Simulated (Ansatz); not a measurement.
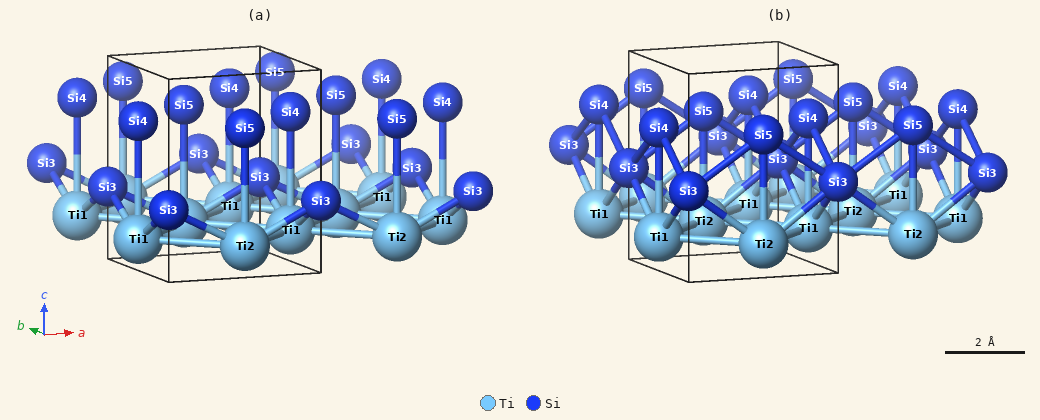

The structure of solid Ti₂Si₃ (a generated structure, set up in P4mm) (coarse preliminary run) before (left) and after (right) a relaxation, at one scale.

Style: ball-and-stick. Shown: the cell of the calculation, repeated 2 × 2 × 1 with one cell outlined, slightly off an axis.

The calculation used Ansatz, DFT PBE, scalar-relativistic, plane waves, PAW. (plane-wave cutoff 420 eV; k-point mesh 4 × 4 × 4; occupations gaussian; smearing width 0.1 eV; no spin polarisation; cell and atoms relaxed; force threshold 0.04 eV/Å; at most 70 steps)

> Describe what moved and what it gained.

After 4 accepted moves (5 points after the start) the energy has fallen by 2.303 eV per cell of the calculation. Largest force component: 4.4 eV/Å at the start, 0.026 eV/Å at the end. Pressure: 10.49 GPa at the start and 0.00 GPa at the end. The SCF was repeated once at an unchanged geometry on a basis and grid sized afresh for the cell, which shifted the energy by less than 0.05 meV per cell of the calculation at most. Si3 moves most relative to the cell: 0.44 Å along +c. By element the largest moves are Si 0.44 Å, Ti 0.04 Å. The drawn cell changes as follows: a = b 4.179 → 4.104 Å (−1.8 %), c 5.239 → 5.374 Å (+2.6 %); the volume changes by −1.1 %. Among the contacts that change: Si3–Si4 2.885 → 2.450 Å, Ti1–Si4 2.201 → 2.560 Å, Ti1–Si4 (another image) 3.038 → 2.815 Å, Ti1–Si3 2.338 → 2.528 Å. Among the angles between lasting bonds that change: Ti1–Si3–Ti1 126.7° → 108.5°, Ti1–Si3–Ti2 78.4° → 70.1°. The space group stays P4mm (No. 99).

Limits of the set-up: the k-point mesh is coarse for a cell with partly filled bands.
